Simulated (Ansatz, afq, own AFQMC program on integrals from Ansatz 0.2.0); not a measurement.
# NH (triplet): quantum Monte Carlo beside coupled cluster at distance N1–H2 = 1.040 Å, cc-pVDZ

Aim: compute NH (triplet) with auxiliary-field quantum Monte Carlo on the same integrals as coupled cluster, and set the energies side by side.

Program: Ansatz 0.2.0, Gaussian basis, and an in-house AFQMC program (afq) on its integrals; all values are calculated. Level of theory: cc-pVDZ, frozen cores. These are calculated values, not measurements.

The runs, in order: Full CI; PBE (unrestricted); r2SCAN (unrestricted); PBE0 (unrestricted); B3LYP (unrestricted); CCSD(T) on UHF; wB97M-V (unrestricted); B2PLYP (unrestricted); Full CI; Full CI (quintet); CCSDT(Q) on UHF; CCSDTQ on UHF; Phaseless AFQMC, CISD trial on UHF; Phaseless AFQMC, single-determinant trial on UHF; Free-projection AFQMC, CISD trial on UHF; Phaseless AFQMC, CISD trial on UHF.

5 further runs of the same task are left out: 5 that didn't finish.

### 1 The geometry

The geometry derives from a PBE0/def2-TZVP stationary point (not a proven minimum). One bond is set to the value named and the two fragments are kept rigid.

2 atoms, charge 0, spin multiplicity 3.

Atoms are counted from 1 here; the program's logs count them from 0.

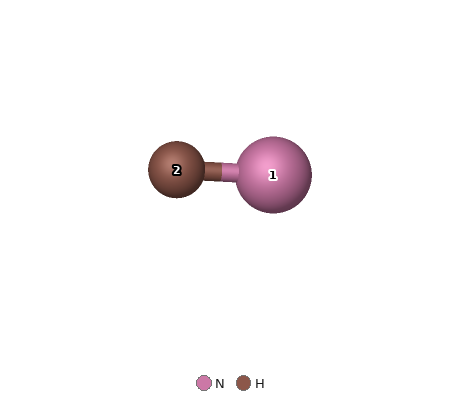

The geometry (nitrogen pink, hydrogen brown); atoms are numbered from 1 in the order of the file.

### 2 Full CI

Input file in.yaml:

```yaml
crystal:
  periodic: [false, false, false]
  atoms:
    - {symbol: N, position_ang: [0.000000, 0.000000, 0.000000]}
    - {symbol: H, position_ang: [0.000000, 0.000000, 1.039652]}
basis:
  gaussian: {orbitals: cc-pVDZ}
magnetization: {spin_polarized: false, initial_magnetization: 2}
correlation: {method: fci, electrons: outside_noble_gas}
```

The run is started by

```
> ansatz run in.yaml --threads 1 --pin off --events-out ev --progress --plain --max-ram 16896MiB --backend cuda --devices 0, --max-vram 18GiB
```

Log:

```text
Functional definition: HF
  name "HF"
  cite "Fock, Z. Phys. 61, 126 (1930) doi:10.1007/BF01340294"
  parent pbe
  exchange = exact_x
  correlation = 0
308 factors; integrals over basis functions are off by at most 2.4e-7 eV
mean field evaluation 1: about -1495.2168 eV, gradient 8.7e0 eV
mean field evaluation 2: about -1495.2167 eV, gradient 8.7e0 eV
mean field evaluation 4: about -1495.5236 eV, gradient 4.7e-1 eV
mean field evaluation 8: about -1495.5250 eV, gradient 7.1e-5 eV
mean field -1495.52501141 eV, -54.9595304662 hartree, gradient 9.1e-7 eV, S^2 2.000000; 0 other end points of the search recorded, 0 dependent functions left out
mean field evaluation 16: about -1495.7144 eV, gradient 1.4e-1 eV
1 core orbitals not correlated: weight in the atoms' cores, before any rotation towards them, 1.000 or more for the frozen orbitals, at most 0.000 for the correlated occupied ones
reference -1495.52501141 eV, -54.9595304662 hartree; 4, 2 occupied and 14, 16 virtual orbitals, 308 factors
state -1499.12323611 eV, -55.0917627847 hartree
Total energy: -1499.12323611 eV, -55.0917627847 hartree
```

Run time: 1.9 s. Hardware: 1 × NVIDIA H100 80GB HBM3 with 1 thread of AMD EPYC 7R13 (Zen 3), shared host.

From the report: 166,400 determinants, symmetry A2.

### 3 PBE (unrestricted)

Input file in.yaml:

```yaml
crystal:
  periodic: [false, false, false]
  atoms:
    - {symbol: N, position_ang: [0.000000, 0.000000, 0.000000]}
    - {symbol: H, position_ang: [0.000000, 0.000000, 1.039652]}
basis:
  gaussian: {orbitals: cc-pVDZ}
magnetization: {spin_polarized: true, initial_magnetization: 2}
hamiltonian: {xc: {name: PBE}}
output: {orbitals: {seedname: orbitals}}
```

The run is started by

```
> ansatz run in.yaml --threads 1 --pin off --events-out ev --progress --plain --max-ram 5632MiB --backend cpu
```

Log:

```text
Functional definition: PBE
  name "PBE"
  cite "Perdew, Burke & Ernzerhof, Phys. Rev. Lett. 77, 3865 (1996) doi:10.1103/PhysRevLett.77.3865"
  parent pbe
  parameter kappa = 0.804
  parameter beta = 0.06672455060314922
  exchange = pbe_x(kappa = kappa, mu = beta*pi^2/3)
  correlation = pbe_c(beta = beta)
182 factors; integrals over basis functions are off by at most 5.9e-4 eV
mean field evaluation 1: about -1499.7788 eV, gradient 1.4e1 eV
mean field evaluation 2: about -1499.5279 eV, gradient 1.6e1 eV
mean field evaluation 4: about -1500.7010 eV, gradient 1.5e-1 eV
mean field evaluation 8: about -1500.6991 eV, gradient 5.3e-4 eV
mean field -1500.69909856 eV, -55.1496746618 hartree, gradient 2.9e-6 eV, S^2 2.004263; 0 other end points of the search recorded, 0 dependent functions left out
reference -1500.69911206 eV, -55.1496751580 hartree; 5, 3 occupied and 14, 16 virtual orbitals, 182 factors
Total energy: -1500.69911206 eV, -55.1496751580 hartree
```

Run time: 0.22 s. Hardware: 1 thread of AMD EPYC 7R13 (Zen 3), shared host.

From the report: ⟨S²⟩ of the determinant 2.004 (pure triplet: 2.00).

### 4 r2SCAN (unrestricted)

in.yaml: that of step 3 with these lines changed.

```diff
@@ -8,3 +8,2 @@
 magnetization: {spin_polarized: true, initial_magnetization: 2}
-hamiltonian: {xc: {name: PBE}}
-output: {orbitals: {seedname: orbitals}}
+hamiltonian: {xc: {name: r2SCAN}}
```

Launched as before.

Log:

```text
Functional definition: r2SCAN
  name "r2SCAN"
  cite "Furness, Kaplan, Ning, Perdew & Sun, J. Phys. Chem. Lett. 11, 8208 (2020) doi:10.1021/acs.jpclett.0c02405"
  cite "Furness, Kaplan, Ning, Perdew & Sun, J. Phys. Chem. Lett. 11, 9248 (2020) doi:10.1021/acs.jpclett.0c03077"
  parent r2scan
  parameter k0 = 0.174
  parameter k1 = 0.065
  parameter a1 = 4.9479
  exchange = r2scan_x(k0 = k0, k1 = k1, a1 = a1)
  correlation = r2scan_c
182 factors; integrals over basis functions are off by at most 5.9e-4 eV
mean field evaluation 1: about -1501.2194 eV, gradient 1.2e1 eV
mean field evaluation 2: about -1501.3108 eV, gradient 1.1e1 eV
mean field evaluation 4: about -1501.9268 eV, gradient 1.0e-1 eV
mean field evaluation 8: about -1501.9242 eV, gradient 3.2e-3 eV
mean field -1501.92422013 eV, -55.1946970492 hartree, gradient 8.6e-5 eV, S^2 2.007567; 0 other end points of the search recorded, 0 dependent functions left out
reference -1501.92422415 eV, -55.1946971968 hartree; 5, 3 occupied and 14, 16 virtual orbitals, 182 factors
Total energy: -1501.92422415 eV, -55.1946971968 hartree
```

Run time: 0.46 s. Hardware: 1 thread of AMD EPYC 7R13 (Zen 3), shared host.

From the report: ⟨S²⟩ of the determinant 2.008 (pure triplet: 2.00).

### 5 PBE0 (unrestricted)

in.yaml: that of step 4 with these lines changed.

```diff
@@ -8,2 +8,3 @@
 magnetization: {spin_polarized: true, initial_magnetization: 2}
-hamiltonian: {xc: {name: r2SCAN}}
+hamiltonian: {xc: {name: PBE0}}
+output: {orbitals: {seedname: orbitals}}
```

The command is unchanged.

Log:

```text
Functional definition: PBE0
  name "PBE0"
  cite "Adamo & Barone, J. Chem. Phys. 110, 6158 (1999) doi:10.1063/1.478522"
  cite "Perdew, Burke & Ernzerhof, Phys. Rev. Lett. 77, 3865 (1996) doi:10.1103/PhysRevLett.77.3865"
  parent pbe
  parameter a = 0.25
  parameter kappa = 0.804
  parameter beta = 0.06672455060314922
  exchange = (1 - a)*pbe_x(kappa = kappa, mu = beta*pi^2/3) + a*exact_x
  correlation = pbe_c(beta = beta)
182 factors; integrals over basis functions are off by at most 5.9e-4 eV
mean field evaluation 1: about -1500.5007 eV, gradient 1.0e1 eV
mean field evaluation 2: about -1500.7004 eV, gradient 7.9e0 eV
mean field evaluation 4: about -1500.9900 eV, gradient 4.2e-2 eV
mean field evaluation 8: about -1500.9884 eV, gradient 7.6e-4 eV
mean field -1500.98836580 eV, -55.1603050367 hartree, gradient 7.4e-5 eV, S^2 2.005424; 0 other end points of the search recorded, 0 dependent functions left out
reference -1500.98837544 eV, -55.1603053911 hartree; 5, 3 occupied and 14, 16 virtual orbitals, 182 factors
Total energy: -1500.98837544 eV, -55.1603053911 hartree
```

It took 0.18 s on 1 thread of AMD EPYC 7R13 (Zen 3), shared host.

From the report: ⟨S²⟩ of the determinant 2.005 (pure triplet: 2.00).

### 6 B3LYP (unrestricted)

in.yaml: that of step 5 with these lines changed.

```diff
@@ -8,3 +8,2 @@
 magnetization: {spin_polarized: true, initial_magnetization: 2}
-hamiltonian: {xc: {name: PBE0}}
-output: {orbitals: {seedname: orbitals}}
+hamiltonian: {xc: {name: B3LYP}}
```

The command is unchanged.

Log (excerpt; [...] marks lines left out):

```text
Functional definition: B3LYP
  name "B3LYP"
  cite "Stephens, Devlin, Chabalowski & Frisch, J. Phys. Chem. 98, 11623 (1994) doi:10.1021/j100096a001"
  cite "Becke, Phys. Rev. A 38, 3098 (1988) doi:10.1103/PhysRevA.38.3098"
  cite "Lee, Yang & Parr, Phys. Rev. B 37, 785 (1988) doi:10.1103/PhysRevB.37.785"
  cite "Vosko, Wilk & Nusair, Can. J. Phys. 58, 1200 (1980) doi:10.1139/p80-159"
[...]
182 factors; integrals over basis functions are off by at most 5.9e-4 eV
[...]
mean field -1502.69875094 eV, -55.2231605314 hartree, gradient 7.7e-5 eV, S^2 2.004794; 0 other end points of the search recorded, 0 dependent functions left out
reference -1502.69885521 eV, -55.2231643629 hartree; 5, 3 occupied and 14, 16 virtual orbitals, 182 factors
Total energy: -1502.69885521 eV, -55.2231643629 hartree
```

It took 0.28 s on 1 thread of AMD EPYC 7R13 (Zen 3), shared host.

From the report: ⟨S²⟩ of the determinant 2.005 (pure triplet: 2.00).

### 7 CCSD(T) on UHF

in.yaml: that of step 6 with these lines changed.

```diff
@@ -8,2 +8,2 @@
 magnetization: {spin_polarized: true, initial_magnetization: 2}
-hamiltonian: {xc: {name: B3LYP}}
+correlation: {method: ccsd_t, electrons: outside_noble_gas, hamiltonian_folder: ham}
```

The run is started by

```
> ansatz run in.yaml --threads 1 --pin off --events-out ev --progress --plain --max-ram 16896MiB --backend cuda --devices 0, --max-vram 18GiB
```

Log (excerpt; [...] marks lines left out):

```text
Functional definition: HF
  name "HF"
  cite "Fock, Z. Phys. 61, 126 (1930) doi:10.1007/BF01340294"
  parent pbe
[...]
182 factors; integrals over basis functions are off by at most 5.9e-4 eV
[...]
mean field -1495.71459503 eV, -54.9664975354 hartree, gradient 1.2e-6 eV, S^2 2.013907; 0 other end points of the search recorded, 0 dependent functions left out
1 core orbitals not correlated: weight in the atoms' cores, before any rotation towards them, 1.000 or more for the frozen orbitals, at most 0.000 for the correlated occupied ones
reference -1495.71459503 eV, -54.9664975354 hartree; 4, 2 occupied and 14, 16 virtual orbitals, 182 factors
second order -2.82462224 eV of doubles, -0.00000000 eV of singles
cycle   1  -3.22491873 eV  change   -4.0e-1 eV  update   3.4e-2
[...]
cycle   9  -3.35783775 eV  change   -4.5e-6 eV  update   5.5e-6
perturbative correction -0.04142774 eV, -0.0015224412 hartree
Total energy: -1499.11386051 eV, -55.0914182380 hartree
```

It took 1.4 s on 1 × NVIDIA H100 80GB HBM3 with 1 thread of AMD EPYC 7R13 (Zen 3), shared host.

From the report: ⟨S²⟩ of the determinant 2.014 (pure triplet: 2.00); correlation -3.3993 eV; T1 0.008; largest double amplitude 0.05.

This run also writes the integrals to the folder ham.

### 8 wB97M-V (unrestricted)

in.yaml: that of step 7 with these lines changed.

```diff
@@ -8,2 +8,3 @@
 magnetization: {spin_polarized: true, initial_magnetization: 2}
-correlation: {method: ccsd_t, electrons: outside_noble_gas, hamiltonian_folder: ham}
+hamiltonian: {xc: {name: wB97M-V}}
+output: {orbitals: {seedname: orbitals}}
```

The run is started by

```
> ansatz run in.yaml --threads 1 --pin off --events-out ev --progress --plain --max-ram 5632MiB --backend cpu
```

Log (excerpt; [...] marks lines left out):

```text
Functional definition: wB97M-V
  name "wB97M-V"
  cite "Mardirossian & Head-Gordon, J. Chem. Phys. 144, 214110 (2016) doi:10.1063/1.4952647"
  cite "Becke, J. Chem. Phys. 107, 8554 (1997) doi:10.1063/1.475007"
  cite "Vydrov & Van Voorhis, J. Chem. Phys. 133, 244103 (2010) doi:10.1063/1.3521275"
  # Of w^i u^j: cxij and so on, Table III.
[...]
  gx(w, u) = 1 - cx + cx01*u + cx10*w
  gss(w, u) = css00 + css04*u^4 + css10*w + css20*w^2 + css43*w^4*u^3
  gos(w, u) = cos00 + cos10*w + (cos20 + cos21*u)*w^2 + (cos60 + cos61*u)*w^6
[...]
      + integral(e_c_pw_mod_opposite_spin*gos(b97_w_opposite, b97_u_opposite)) + vv10(b, c)
182 factors; integrals over basis functions are off by at most 5.9e-4 eV
50 factors; integrals over basis functions are off by at most 1.8e-5 eV
[...]
mean field -1502.05426492 eV, -55.1994761070 hartree, gradient 6.4e-5 eV, S^2 2.005233; 0 other end points of the search recorded, 0 dependent functions left out
reference -1502.05428038 eV, -55.1994766750 hartree; 5, 3 occupied and 14, 16 virtual orbitals, 182 factors
Total energy: -1502.05428038 eV, -55.1994766750 hartree
```

Wall time 0.49 s (1 thread of AMD EPYC 7R13 (Zen 3), shared host).

From the report: ⟨S²⟩ of the determinant 2.005 (pure triplet: 2.00).

### 9 B2PLYP (unrestricted)

in.yaml: that of step 8 with these lines changed.

```diff
@@ -8,3 +8,3 @@
 magnetization: {spin_polarized: true, initial_magnetization: 2}
-hamiltonian: {xc: {name: wB97M-V}}
-output: {orbitals: {seedname: orbitals}}
+hamiltonian: {xc: {name: B2PLYP}}
+correlation: {electrons: outside_noble_gas}
```

The command is unchanged.

Log (excerpt; [...] marks lines left out):

```text
Functional definition: B2PLYP
  name "B2PLYP"
  cite "Grimme, J. Chem. Phys. 124, 034108 (2006) doi:10.1063/1.2148954"
  cite "Becke, Phys. Rev. A 38, 3098 (1988) doi:10.1103/PhysRevA.38.3098"
  cite "Lee, Yang & Parr, Phys. Rev. B 37, 785 (1988) doi:10.1103/PhysRevB.37.785"
[...]
182 factors; integrals over basis functions are off by at most 5.9e-4 eV
[...]
mean field -1500.38647523 eV, -55.1381859662 hartree, gradient 2.2e-6 eV, S^2 2.007339; 0 other end points of the search recorded, 0 dependent functions left out
1 core orbitals not correlated: weight in the atoms' cores, before any rotation towards them, 1.000 or more for the frozen orbitals, at most 0.000 for the correlated occupied ones
reference -1500.38654027 eV, -55.1381883565 hartree; 4, 2 occupied and 14, 16 virtual orbitals, 182 factors
second order -3.40581249 eV of doubles, -0.00000000 eV of singles
Total energy: -1501.30610965 eV, -55.1719819076 hartree
```

It took 0.27 s on 1 thread of AMD EPYC 7R13 (Zen 3), shared host.

From the report: ⟨S²⟩ of the determinant 2.007 (pure triplet: 2.00).

### 10 Full CI

Input file in.yaml:

```yaml
hamiltonian:
  integrals:
    folder: ../ham
correlation: {method: fci}
```

The run is started by

```
> ansatz run in.yaml --threads 1 --pin off --events-out ev --progress --plain --max-ram 16896MiB --backend cuda --devices 0, --max-vram 18GiB
```

Log:

```text
Functional definition: HF
  name "HF"
  cite "Fock, Z. Phys. 61, 126 (1930) doi:10.1007/BF01340294"
  parent pbe
  exchange = exact_x
  correlation = 0
reference -1495.71459503 eV, -54.9664975354 hartree; 4, 2 occupied and 14, 16 virtual orbitals, 182 factors
state -1499.12509374 eV, -55.0918310515 hartree
Total energy: -1499.12509374 eV, -55.0918310515 hartree
```

Run time: 1.4 s. Hardware: 1 × NVIDIA H100 80GB HBM3 with 1 thread of AMD EPYC 7R13 (Zen 3), shared host.

From the report: 117,700 determinants.

### 11 Full CI (quintet)

Input file in.yaml:

```yaml
crystal:
  periodic: [false, false, false]
  atoms:
    - {symbol: N, position_ang: [0.000000, 0.000000, 0.000000]}
    - {symbol: H, position_ang: [0.000000, 0.000000, 1.039652]}
basis:
  gaussian: {orbitals: cc-pVDZ}
magnetization: {spin_polarized: false, initial_magnetization: 4}
correlation: {method: fci, electrons: outside_noble_gas}
```

Same command.

Log:

```text
Functional definition: HF
  name "HF"
  cite "Fock, Z. Phys. 61, 126 (1930) doi:10.1007/BF01340294"
  parent pbe
  exchange = exact_x
  correlation = 0
308 factors; integrals over basis functions are off by at most 2.4e-7 eV
mean field evaluation 1: about -1486.0987 eV, gradient 1.5e1 eV
mean field evaluation 2: about -1486.1007 eV, gradient 1.5e1 eV
mean field evaluation 4: about -1487.4999 eV, gradient 1.1e0 eV
mean field evaluation 8: about -1487.5175 eV, gradient 5.9e-4 eV
mean field -1487.51752242 eV, -54.6652606733 hartree, gradient 2.5e-6 eV, S^2 6.000000; 0 other end points of the search recorded, 0 dependent functions left out
mean field evaluation 16: about -1487.5901 eV, gradient 7.6e-1 eV
1 core orbitals not correlated: weight in the atoms' cores, before any rotation towards them, 1.000 or more for the frozen orbitals, at most 0.000 for the correlated occupied ones
reference -1487.51752242 eV, -54.6652606733 hartree; 5, 1 occupied and 13, 17 virtual orbitals, 308 factors
state -1490.17179723 eV, -54.7628034736 hartree
Total energy: -1490.17179723 eV, -54.7628034736 hartree
```

It took 1.6 s on 1 × NVIDIA H100 80GB HBM3 with 1 thread of AMD EPYC 7R13 (Zen 3), shared host.

From the report: 39,160 determinants, symmetry A2.

### 12 CCSDT(Q) on UHF

Input file in.yaml:

```yaml
crystal:
  periodic: [false, false, false]
  atoms:
    - {symbol: N, position_ang: [0.000000, 0.000000, 0.000000]}
    - {symbol: H, position_ang: [0.000000, 0.000000, 1.039652]}
basis:
  gaussian: {orbitals: cc-pVDZ}
magnetization: {spin_polarized: true, initial_magnetization: 2}
correlation: {method: ccsdt_q, electrons: outside_noble_gas}
```

Launched as before.

Log (excerpt; [...] marks lines left out):

```text
Functional definition: HF
  name "HF"
  cite "Fock, Z. Phys. 61, 126 (1930) doi:10.1007/BF01340294"
  parent pbe
[...]
308 factors; integrals over basis functions are off by at most 2.4e-7 eV
[...]
mean field -1495.71459788 eV, -54.9664976403 hartree, gradient 1.2e-6 eV, S^2 2.013907; 0 other end points of the search recorded, 0 dependent functions left out
1 core orbitals not correlated: weight in the atoms' cores, before any rotation towards them, 1.000 or more for the frozen orbitals, at most 0.000 for the correlated occupied ones
reference -1495.71459788 eV, -54.9664976403 hartree; 4, 2 occupied and 14, 16 virtual orbitals, 308 factors
second order -2.82462456 eV of doubles, -0.00000000 eV of singles
cycle   1  -3.22491514 eV  change   -4.0e-1 eV  update   3.7e-2
[...]
cycle  14  -3.40700928 eV  change    3.1e-8 eV  update   8.4e-8
perturbative correction -0.00297342 eV, -0.0001092712 hartree
Total energy: -1499.12458058 eV, -55.0918121933 hartree
```

Run time: 3 s. Hardware: 1 × NVIDIA H100 80GB HBM3 with 1 thread of AMD EPYC 7R13 (Zen 3), shared host.

From the report: ⟨S²⟩ of the determinant 2.014 (pure triplet: 2.00); correlation -3.4100 eV; T1 0.008; largest double amplitude 0.05.

### 13 CCSDTQ on UHF

in.yaml: that of step 12 with these lines changed.

```diff
@@ -8,2 +8,2 @@
 magnetization: {spin_polarized: true, initial_magnetization: 2}
-correlation: {method: ccsdt_q, electrons: outside_noble_gas}
+correlation: {method: ccsdtq, electrons: outside_noble_gas}
```

Same command.

Log (excerpt; [...] marks lines left out):

```text
Functional definition: HF
  name "HF"
  cite "Fock, Z. Phys. 61, 126 (1930) doi:10.1007/BF01340294"
  parent pbe
[...]
308 factors; integrals over basis functions are off by at most 2.4e-7 eV
[...]
mean field -1495.71459788 eV, -54.9664976403 hartree, gradient 1.2e-6 eV, S^2 2.013907; 0 other end points of the search recorded, 0 dependent functions left out
1 core orbitals not correlated: weight in the atoms' cores, before any rotation towards them, 1.000 or more for the frozen orbitals, at most 0.000 for the correlated occupied ones
reference -1495.71459788 eV, -54.9664976403 hartree; 4, 2 occupied and 14, 16 virtual orbitals, 308 factors
second order -2.82462456 eV of doubles, -0.00000000 eV of singles
cycle   1  -3.22491580 eV  change   -4.0e-1 eV  update   3.7e-2
[...]
cycle  13  -3.41041200 eV  change    4.2e-7 eV  update   4.6e-7
Total energy: -1499.12500987 eV, -55.0918279695 hartree
```

Run time: 5.5 s. Hardware: 1 × NVIDIA H100 80GB HBM3 with 1 thread of AMD EPYC 7R13 (Zen 3), shared host.

From the report: ⟨S²⟩ of the determinant 2.014 (pure triplet: 2.00); correlation -3.4104 eV; T1 0.008; largest double amplitude 0.05.

(Part 1 of 2 ends here.)
